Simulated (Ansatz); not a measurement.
# BCCD(T)/STO-3G run of SiHF (SMILES F[SiH])

What is the vertical electron affinity of SiHF at BCCD(T)/STO-3G? 

The results are computed with Ansatz 0.2.0.

61 further runs of the same task are left out: 7 that didn't finish, 54 set aside as unsound or not needed.

## 1. Starting point

The species is SiHF (3 atoms), meant as a singlet with charge 0. As SMILES, `F[SiH]`. The shape is that of a PBE0-D4/def2-TZVP optimisation.

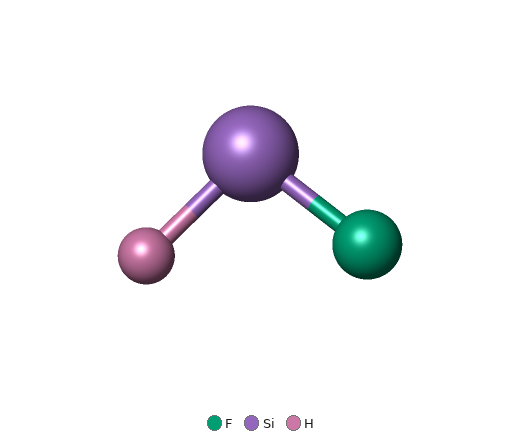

The structure, seen from a chosen angle (fluorine teal, silicon purple, hydrogen pink).

## 2. The energy at BCCD(T)/STO-3G

Input file input.yaml:

```yaml
crystal:
  periodic: [false, false, false]
  atoms:
    - {symbol: F, position_ang: [-1.090200, 0.024400, -0.602300]}
    - {symbol: Si, position_ang: [0.186800, 0.629400, 0.173800]}
    - {symbol: H, position_ang: [0.892400, -0.718600, 0.415300]}
basis:
  gaussian:
    orbitals: STO-3G
correlation:
  method: bccd_t
  frozen_orbitals: {F: 1, H: 0, Si: 5}
scf:
  omitted_lower_state_checks: [cluster_reference, increment]
accuracy: high
magnetization:
  spin_polarized: false
```

Launch:

```bash
$ ansatz run input.yaml --threads 1 --pin off --max-ram 2610MiB --events-out events.jsonl --progress --plain --runs-dir runs
```

Log, cut to the lines that bear on the results:

```text
Warning: RAYON_NUM_THREADS=1 ignored (pool sized by the plan → 1); use --threads N
Functional definition: HF
  name "HF"
[...]
246 factors; integrals over basis functions are off by at most 3.3e-8 eV
[...]
mean field -10453.75566608 eV, -384.1684349183 hartree, gradient 5.5e-8 eV, S^2 0.000000; 0 other end points of the search recorded, 0 dependent functions left out
6 core orbitals not correlated: weight in the atoms' cores, before any rotation towards them, 1.000 or more for the frozen orbitals, at most 0.000 for the correlated occupied ones
reference -10453.75566608 eV, -384.1684349183 hartree; 6, 6 occupied and 3, 3 virtual orbitals, 246 factors
second order -1.44641007 eV of doubles, -0.00000000 eV of singles
cycle   1  -1.62191681 eV  change   -1.8e-1 eV  update   9.1e-2
[...]
cycle  22  -1.85729931 eV  change   3.8e-10 eV  update  4.9e-10
perturbative correction -0.17500523 eV, -0.0064313235 hartree
Total energy: -10455.78797062 eV, -384.2431207326 hartree
Checks for a lower state left out: cluster_reference, increment
```

It took 0.16 s on 1 thread of AMD EPYC 9R14 (Zen 4), shared host.

## 3. The doublet anion, same level

Input file in.yaml:

```yaml
crystal:
  periodic: [false, false, false]
  atoms:
    - {symbol: F, position_ang: [-1.090200, 0.024400, -0.602300]}
    - {symbol: Si, position_ang: [0.186800, 0.629400, 0.173800]}
    - {symbol: H, position_ang: [0.892400, -0.718600, 0.415300]}
basis:
  gaussian: {orbitals: STO-3G}
total_charge: -1
scf: {omitted_lower_state_checks: [cluster_reference, increment]}
magnetization: {spin_polarized: true, initial_magnetization: 1}
correlation: {method: bccd_t, frozen_orbitals: {F: 1, H: 0, Si: 5}}
accuracy: high
```

Launch:

```bash
$ ansatz run in.yaml --threads 1 --pin off --max-ram 2610MiB --events-out events.jsonl --progress --plain --runs-dir runs
```

Log, cut to the lines that bear on the results:

```text
Warning: RAYON_NUM_THREADS=1 ignored (pool sized by the plan → 1); use --threads N
Functional definition: HF
  name "HF"
[...]
246 factors; integrals over basis functions are off by at most 3.3e-8 eV
[...]
mean field -10447.74662541 eV, -383.9476067468 hartree, gradient 6.7e-8 eV, S^2 0.754106; 0 other end points of the search recorded, 0 dependent functions left out
6 core orbitals not correlated: weight in the atoms' cores, before any rotation towards them, 1.000 or more for the frozen orbitals, at most 0.000 for the correlated occupied ones
reference -10447.74662541 eV, -383.9476067468 hartree; 7, 6 occupied and 2, 3 virtual orbitals, 246 factors
second order -0.86833468 eV of doubles, -0.00000000 eV of singles
cycle   1  -1.05458800 eV  change   -1.9e-1 eV  update   4.9e-2
[...]
cycle  20  -1.17264265 eV  change   1.3e-10 eV  update   1.1e-9
perturbative correction -0.04242743 eV, -0.0015591792 hartree
Total energy: -10448.96169549 eV, -383.9922597487 hartree
Checks for a lower state left out: cluster_reference, increment
```

Wall time 0.16 s (1 thread of AMD EPYC 9R14 (Zen 4), shared host).

## 4. Outcome

Level: BCCD(T)/STO-3G, 6 core orbitals frozen.

```
                                                  quantity          value
                                singlet SiHF: total energy  -384.24312 Eh
 singlet SiHF: correlation energy (6 core orbitals frozen)      -74.7 mEh
                              singlet SiHF: (T) correction      -6.43 mEh
                               doublet anion: total energy  -383.99226 Eh
doublet anion: correlation energy (6 core orbitals frozen)      -44.7 mEh
                             doublet anion: (T) correction      -1.56 mEh
          doublet anion: ⟨S²⟩ of the reference determinant          0.754
         vertical electron affinity (to the doublet anion)      -6.826 eV
```

The anion lies 6.83 eV (157 kcal/mol) above the neutral: the electron isn't bound at this level, and such a value depends on the basis. Without diffuse functions anions come out too high. In a minimal basis such a difference can be off by several eV, whatever the method. The triples (singlet SiHF) make up 8.6 % of the correlation energy. The triples (doublet anion) make up 3.5 % of the correlation energy.
